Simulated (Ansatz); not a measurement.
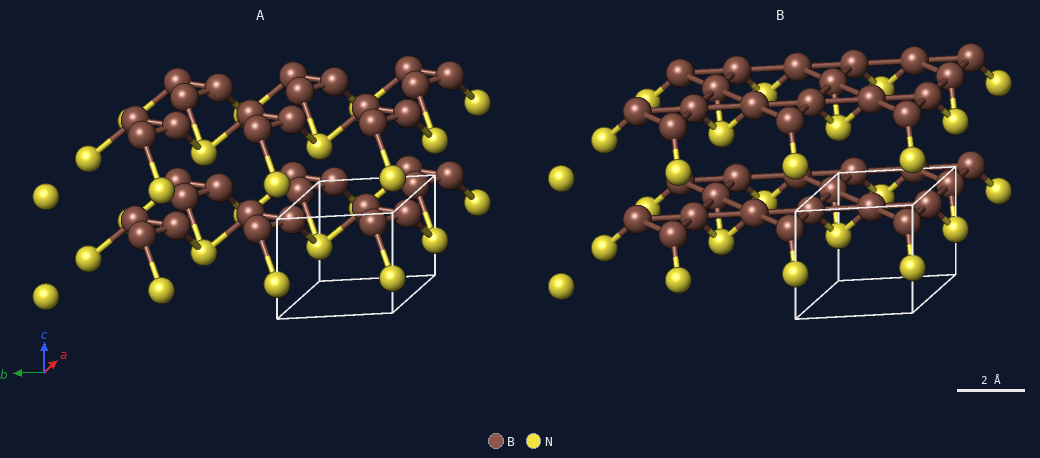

Two geometries of crystalline B₃N (built on the random type) (coarse preliminary run), drawn at one scale. One is the start of a relaxation, the other its converged end. The picture is a ball-and-stick view of the cell of the calculation, repeated 2 × 3 × 2 with one cell outlined, seen from a free direction.

The calculation used DFT PBE, scalar-relativistic, plane waves, PAW (Ansatz 0.2.0). Set-up: plane-wave cutoff 420 eV; k-point mesh 6 × 6 × 6; occupations gaussian; smearing width 0.1 eV; no spin polarisation; cell and atoms relaxed; force threshold 0.04 eV/Å; at most 70 steps.

> Which of the two is the end point?

Structure B is the relaxed one. Case: random cell with space group P3 (No. 143). After 11 accepted moves (13 points after the start) the energy has fallen by 1971 meV per atom. The largest force component goes from 20 to 0.0085 eV/Å. Pressure: 43.65 GPa at the start and 0.05 GPa at the end. At 2 points the geometry stayed and the basis and grid were re-selected for the new cell (energy shift of 3.8 meV per atom at most each time). The largest moves relative to the cell, 0.51 Å, are those of B atoms. By element the largest moves are B 0.51 Å, N 0.25 Å. Cell: a = b 3.504 → 3.551 Å (+1.3 %), c 3.198 → 3.450 Å (+7.9 %). Volume +10.8 %. Among the contacts that change: B–B 2.449 → 1.833 Å, B–N 1.915 → 1.498 Å, B–B 1.323 → 1.718 Å. Bond angles that change, for instance: B–B–N 100.5° → 127.7°, B–B–N 135.3° → 127.7°, B–N–B 79.5° → 75.4°. The space group (tolerance 0.01 Å) goes from P3 (No. 143) to P3m1 (No. 156). The run took 33 s on 1 thread of Arm Neoverse V1 (shared host), peak memory 0.3 GiB.
